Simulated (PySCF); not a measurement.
**C₄H₁₁P₂Si (doublet): density, localisation and related maps**

| atom | x (Å) | y (Å) | z (Å) |
| --- | --- | --- | --- |
| C | -2.6914 | 0.7940 | 0.5769 |
| C | -1.8785 | 0.1695 | -0.3242 |
| C | -1.0240 | -0.8777 | -0.0247 |
| C | -0.1147 | -1.4804 | -1.0066 |
| Si | 1.5610 | -0.5069 | -0.9804 |
| P | 1.1147 | 1.5138 | -1.8880 |
| P | 2.3261 | -0.6128 | 1.1436 |
| H | -2.7093 | 0.4934 | 1.6103 |
| H | -3.3438 | 1.5967 | 0.2868 |
| H | -1.9012 | 0.5054 | -1.3563 |
| H | -0.9619 | -1.2321 | 0.9950 |
| H | 0.0920 | -2.5228 | -0.7741 |
| H | -0.5190 | -1.4129 | -2.0154 |
| H | 2.5483 | -1.1760 | -1.8449 |
| H | 0.5016 | 2.0266 | -0.7567 |
| H | 2.3390 | 2.0673 | -1.5484 |
| H | 3.2679 | 0.3911 | 0.9828 |
| H | 1.3845 | 0.2701 | 1.6479 |

Geometry: GFN2-xTB.

The calculation used UKS B3LYP, pcH-1 on C H P Si, non-relativistic, mean-field spin-orbit, GIAO in PySCF.

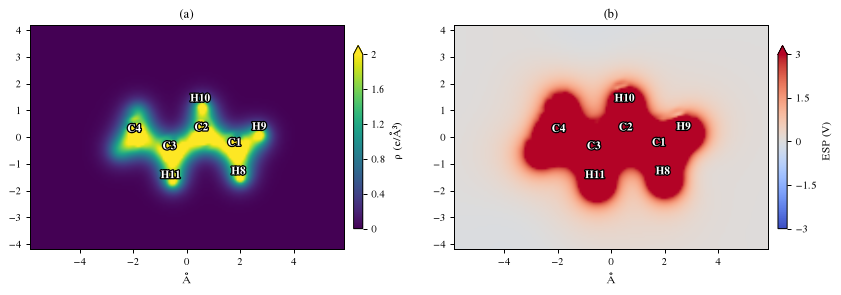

Figure 1. (a) electron density; (b) electrostatic potential on the plane of atoms C2, C1 and H8.

### Read the bonding off the picture.

Atoms in the plane: C and H.
C–C (1.36 Å): the density is about 1.9 e/Å³ at the midpoint.
C–H (1.07 Å): ρ is about 1.4 e/Å³ halfway.
C–C (1.47 Å): the density is about 1.7 e/Å³ at the midpoint.
The potential has no marked negative region in this plane.

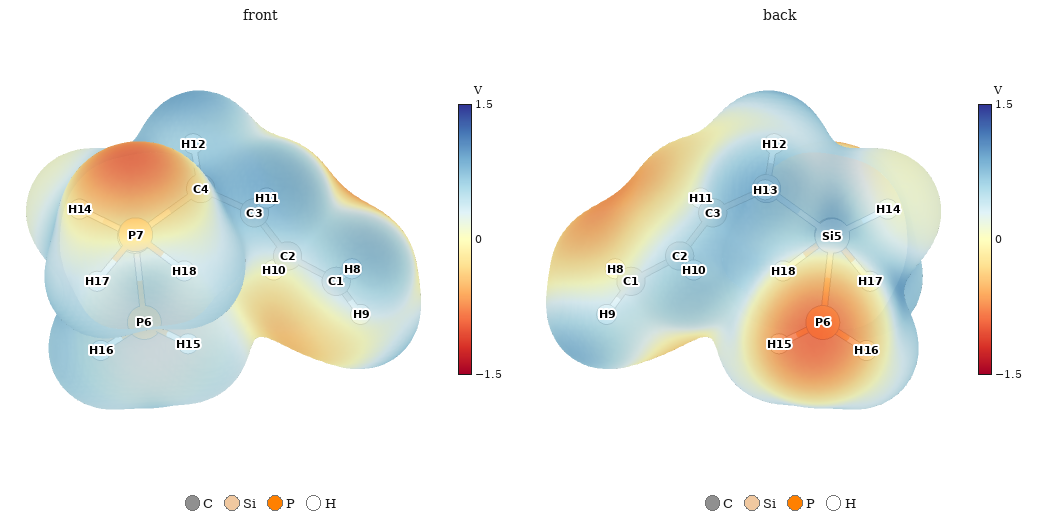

Figure 2. The molecular electrostatic potential painted on the density surface at 0.002 e/bohr³, seen from the front and from behind; the colour scale runs from red (negative) to blue (positive).

### Where is the surface potential most negative and most positive?

The most negative region (about −0.9 V) lies over P6 and P7, the most positive (about +1.0 V) over Si5.
